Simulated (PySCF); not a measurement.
# Xe³⁺: dipole response in x2c-QZVPPall plus 1 even-tempered diffuse shell per l

How polarisable is Xe³⁺ at the levels listed below?

The numbers are computed with PySCF 2.14.0 (unrestricted determinants in a Gaussian basis, no spin-orbit coupling in the energies), except any that are marked as measured or tabulated.

## 1. Starting point

```
Element     : xenon (Z = 54)
Basis       : x2c-QZVPPall with one added diffuse shell each of s, p, d, f type (14s10p8d5f1g, 128 functions)
Hamiltonian : the spin-free X2C one-electron Hamiltonian (Gaussian nucleus)
State 1     : Xe³⁺: [Kr] 4d10 5s2 5p3, high-spin 4S determinant
Methods     : UHF, PBE
```

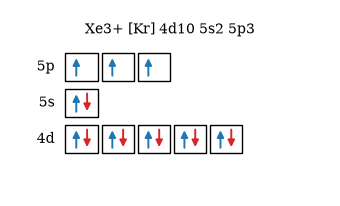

The shells outside the core, filled by Hund's rule for the drawing.

One driver process ran all states and methods and kept the integrals in memory. Each run is shown as a PySCF script that sums up its settings (the driver passes frozen orbitals as a list and adds second-order terms of double hybrids); the logs are those of the runs themselves. The driver starts from symmetry-adapted Hartree-Fock orbitals, holds the occupation by maximum overlap and uses a logarithmic radial grid for functionals, so a plain start would take other cycles.

The integrals over 128 functions and the set-up took 3.3 s of CPU time.

## 2. Xe³⁺, method by method

**UHF**

Contents of input.py:

```python
from pyscf import gto, scf, dft, mp, cc
import basis_set_exchange as bse
mol = gto.M(atom="Xe 0 0 0", charge=3, spin=3, symmetry="D2h",
            basis=gto.basis.parse(bse.get_basis("x2c-QZVPPall", elements=["Xe"], fmt="nwchem", augment_diffuse=1)),
            nucmod="G")
mf = scf.UHF(mol).sfx2c1e()
mf.irrep_nelec = {'Ag': (9, 9), 'B1g': (2, 2), 'B2g': (2, 2), 'B3g': (2, 2), 'B1u': (4, 3), 'B2u': (4, 3), 'B3u': (4, 3)}
mf.kernel()
```

The program printed:

```text
damping factor = 0
level_shift factor = 0
DIIS = <class 'pyscf.scf.diis.CDIIS'>
diis_start_cycle = 1
diis_space = 10
diis_damp = 0
SCF conv_tol = 1e-09
SCF conv_tol_grad = None
number electrons alpha = 27  beta = 24
cycle= 1 E= -7441.32524353374  delta_E= -1.23e-09  |g|= 1.64e-05  |ddm|= 0.000218
cycle= 2 E= -7441.32524353384  delta_E= -1.09e-10  |g|= 6.84e-06  |ddm|= 5.72e-05
converged SCF energy = -7441.32524353384  <S^2> = 3.7512832  2S+1 = 4.0006415
```

It used 22 s of CPU time after the integrals (shared host).

The occupied shells:

| shell | electrons | mean orbital energy (eV) | spread (eV) | rms radius (bohr) |
| --- | --- | --- | --- | --- |
| 1s α | 1 | -34760.4 | 0 | 0.0305 |
| 1s β | 1 | -34760.1 | 0 | 0.0305 |
| 2s α | 1 | -5540.2 | 0 | 0.124 |
| 2s β | 1 | -5540.0 | 0 | 0.124 |
| 2p α | 3 | -4971.5 | 0 | 0.111 |
| 2p β | 3 | -4971.3 | 0 | 0.111 |
| 3s α | 1 | -1203.8 | 0 | 0.326 |
| 3s β | 1 | -1203.5 | 0 | 0.326 |
| 3p α | 3 | -1015.3 | 0 | 0.326 |
| 3p β | 3 | -1014.8 | 0 | 0.326 |
| 3d α | 5 | -734.11 | 0 | 0.304 |
| 3d β | 5 | -733.90 | 0 | 0.304 |
| 4s α | 1 | -263.22 | 0 | 0.761 |
| 4s β | 1 | -262.36 | 0 | 0.761 |
| 4p α | 3 | -200.71 | 0 | 0.815 |
| 4p β | 3 | -199.72 | 0 | 0.815 |
| 4d α | 5 | -106.18 | 0 | 0.939 |
| 4d β | 5 | -105.52 | 0 | 0.939 |
| 5s α | 1 | -60.397 | 0 | 1.88 |
| 5s β | 1 | -51.598 | 0 | 1.88 |
| 5p α | 3 | -43.399 | 0 | 2.13 |

⟨S²⟩ = 3.751, ⟨L²⟩ = 0.00.

The driver then solved the coupled dipole response at imaginary frequencies: mean α = 9.730 bohr³, C₆ = 58.20 au for a like pair.

**PBE**

Changes to input.py:

```diff
@@ -5,3 +5,3 @@
             nucmod="G")
-mf = scf.UHF(mol).sfx2c1e()
+mf = dft.UKS(mol, xc="PBE").sfx2c1e()
 mf.irrep_nelec = {'Ag': (9, 9), 'B1g': (2, 2), 'B2g': (2, 2), 'B3g': (2, 2), 'B1u': (4, 3), 'B2u': (4, 3), 'B3u': (4, 3)}
```

The program printed:

```text
damping factor = 0
level_shift factor = 0
DIIS = <class 'pyscf.scf.diis.CDIIS'>
diis_start_cycle = 1
diis_space = 10
diis_damp = 0
SCF conv_tol = 1e-09
SCF conv_tol_grad = None
number electrons alpha = 27  beta = 24
XC functionals = PBE
    J. P. Perdew, K. Burke, and M. Ernzerhof.,  Phys. Rev. Lett. 77, 3865 (1996)
    J. P. Perdew, K. Burke, and M. Ernzerhof.,  Phys. Rev. Lett. 78, 1396 (1997)
    J. P. Perdew, K. Burke, and M. Ernzerhof.,  Phys. Rev. Lett. 77, 3865 (1996)
    J. P. Perdew, K. Burke, and M. Ernzerhof.,  Phys. Rev. Lett. 78, 1396 (1997)
cycle= 1 E= -7443.76937850952  delta_E= -0.0274  |g|= 0.0334  |ddm|= 0.488
cycle= 2 E= -7443.76944454265  delta_E= -6.6e-05  |g|= 0.0236  |ddm|= 0.0563
cycle= 3 E= -7443.76950114197  delta_E= -5.66e-05  |g|= 0.0053  |ddm|= 0.0206
cycle= 4 E= -7443.76950202255  delta_E= -8.81e-07  |g|= 0.000189  |ddm|= 0.00114
cycle= 5 E= -7443.76950202609  delta_E= -3.54e-09  |g|= 1.73e-06  |ddm|= 0.000148
cycle= 6 E= -7443.76950202609  delta_E= 9.09e-13  |g|= 1.82e-07  |ddm|= 3.7e-06
converged SCF energy = -7443.76950202609  <S^2> = 3.7505315  2S+1 = 4.0002657
```

CPU time 6.8 s on a shared host, the integrals not counted.

The driver then solved the coupled dipole response at imaginary frequencies: mean α = 9.434 bohr³, C₆ = 56.18 au for a like pair.

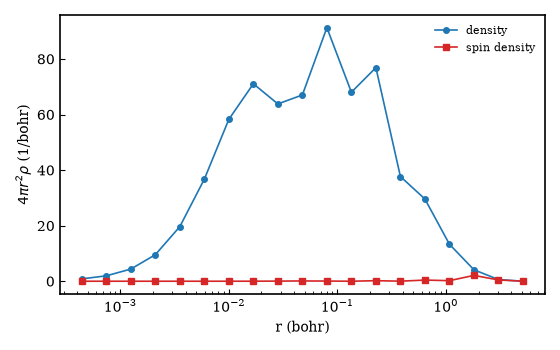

Radial density 4πr²ρ of Xe³⁺ at UHF, without picture-change correction, at 19 stored radii joined by straight lines.

## 3. Polarisabilities and C₆

Xe³⁺, in atomic units:

| method | mean α | C₆ (like pair) | S(−4) |
| --- | --- | --- | --- |
| UHF | 9.730 | 58.20 | 18.97 |
| PBE | 9.434 | 56.18 | 16.76 |

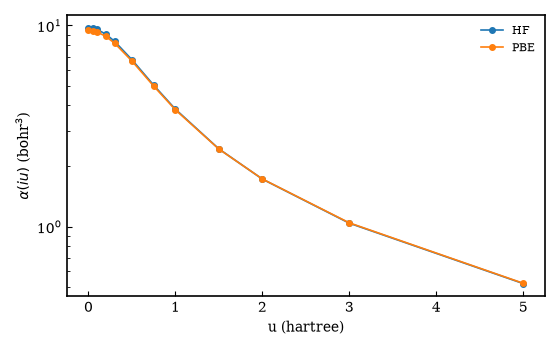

α(iu) of Xe³⁺, the polarisability at imaginary frequency, on a logarithmic scale.

## 4. What came out

| quantity | value |
| --- | --- |
| α of Xe³⁺ | 9.434 (PBE) to 9.730 (UHF) bohr³ |

**Reading.** A single London oscillator with the computed α and C₆ of Xe³⁺ at UHF would have ω = 4 C₆ / (3 α²) = 0.820 hartree. All values hold for this basis alone; no basis-set limit was taken.
